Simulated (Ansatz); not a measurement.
System: Ga4As3N.

```xyz
16
Lattice="-7.9788 0.0000 -11.6276 0.0000 -3.8202 0.0000 -3.0808 0.0000 5.7858" Properties=species:S:1:pos:R:3 pbc="T T T"
N    -9.9960    0.0000   -7.8048
N    -6.0066   -1.9101   -1.9910
As   -7.8375   -1.9101   -5.4254
As   -3.8480    0.0000    0.3884
Ga   -8.2233    0.0000   -6.8417
Ga   -4.2339   -1.9101   -1.0279
Ga   -5.7816   -1.9101   -3.9948
Ga   -1.7922    0.0000    1.8190
As   -4.5365    0.0000   -4.8122
As   -0.5471   -1.9101    1.0016
As   -6.1398    0.0000   -8.1800
As   -2.1504   -1.9101   -2.3662
Ga   -9.4987   -1.9101   -3.7570
Ga   -5.5093    0.0000    2.0568
Ga   -6.9582    0.0000   -1.4535
Ga   -2.9688   -1.9101    4.3604
```

Space group Cm; started from the ordered alloy on wurtzite lattice prototype, which need not be the ambient phase.

Computed with DFT, r2SCAN, plane waves, PAW (Ansatz).

Question: Predict the valence pseudo-density and electron localisation function between the atoms.

Answer: Ga–N (2.02 Å): ρ at the midpoint is about 0.66 e/Å³; the ELF peaks at about 0.85 in the valence shell of N, 0.7 Å from its nucleus, and is about 0.50 at the midpoint.
Ga–As (2.37 Å): ρ is about 0.57 e/Å³ halfway; the ELF peaks at about 0.80 between the atoms: localised, covalent bonding.
Ga–As (2.45 Å): ρ at the midpoint is about 0.5 e/Å³; the ELF peaks at about 0.80 between the atoms, as expected for a shared electron pair.
Ga–As (2.50 Å): ρ is about 0.46 e/Å³ halfway; the ELF peaks at about 0.80 between the atoms (localised, covalent bonding).

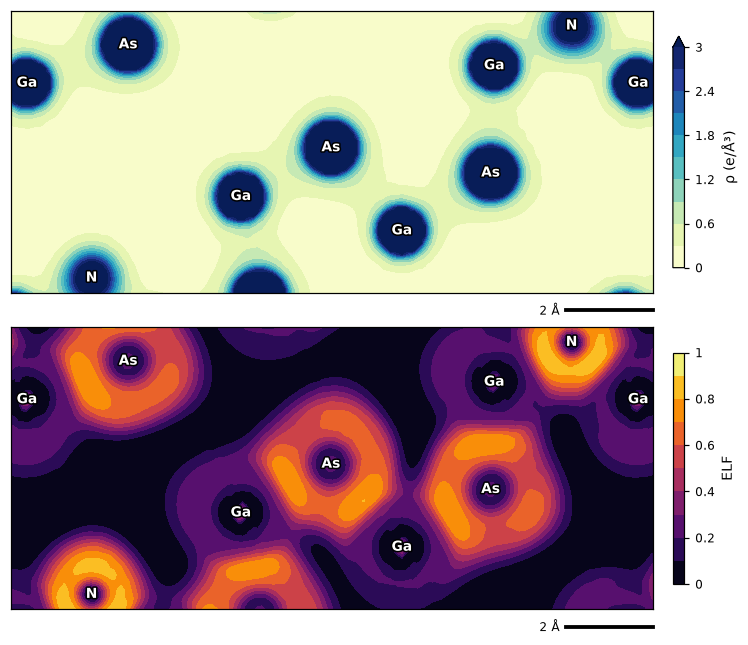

Computed valence pseudo-density and electron localisation function on the (010) plane of the conventional cell, in this order. 

In a PAW calculation such maps are meaningful between the atoms, not at the nuclei.
